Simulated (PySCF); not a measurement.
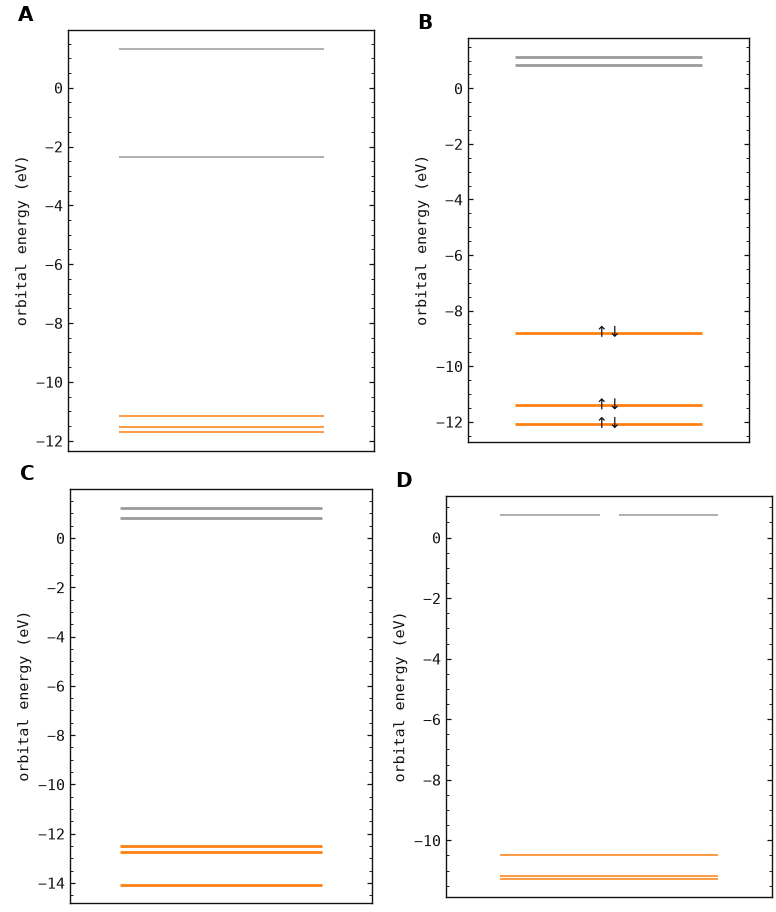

Kohn-Sham orbital energies near the frontier, ωB97X-D/aug-cc-pVTZ with PySCF 2.14.0, at a PBE0-D3(BJ)/def2-TZVP geometry (no frequency check), isolated molecule; empty levels in grey, levels within 0.03 eV side by side.

> Pair each panel with its molecule.
1. C₂H₂F₄ (1,1,1,2-tetrafluoroethane), SMILES FCC(F)(F)F
2. SeO₂ (selenium dioxide), SMILES O=[Se]=O
3. C₂H₃ClO (acetyl chloride), SMILES CC(=O)Cl
4. C₂H₇N (ethylamine), SMILES CCN

A: 2 (HOMO −11.15 eV, LUMO −2.35 eV)
B: 4 (HOMO −8.80 eV, LUMO 0.86 eV)
C: 1 (HOMO −12.49 eV, LUMO 0.83 eV)
D: 3 (HOMO −10.48 eV, LUMO 0.74 eV)

Limits of at least one run: empty levels above zero depend strongly on the basis; spin-orbit coupling is left out, and with Se it can shift these levels and split any degenerate set.
